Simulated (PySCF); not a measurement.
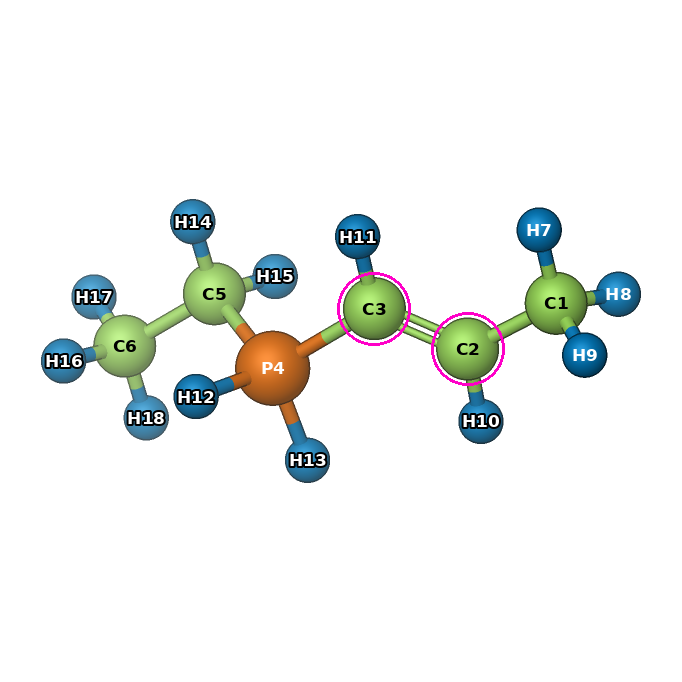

Atoms fade into the background with distance from the viewer. Circles mark the stereogenic atoms. Charge +1, singlet. The computed structure is the end point of a PBE0-D3(BJ)/def2-SVP optimisation. No frequency run is at hand to confirm it as a minimum.

**Assign CIP descriptors.**

C2=C3: E.

**Write the isomeric SMILES.**

C/C=C/[PH2+]CC
